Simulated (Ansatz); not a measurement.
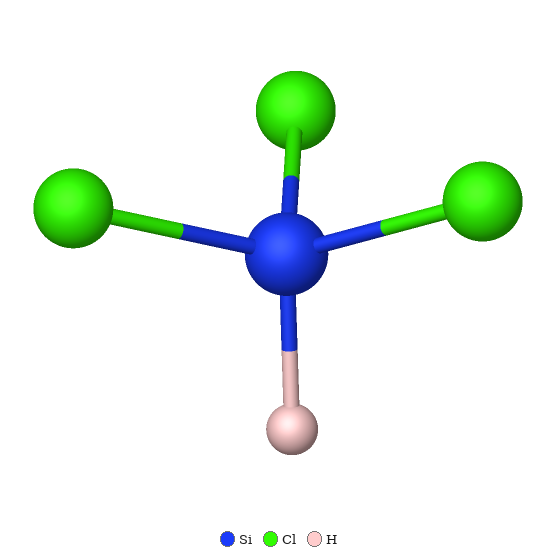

Harmonic vibrations computed with RKS PBE0-D4/def2-TZVP (Ansatz 0.2.0) at a stationary point of the same level.

**Minimum or transition state?**

A minimum: no imaginary frequency, and the lowest mode lies at 172 cm⁻¹.

**List the wavenumbers.**

9 modes: 172, 172, 250, 496, 604, 604, 800, 800, 2308 cm⁻¹.
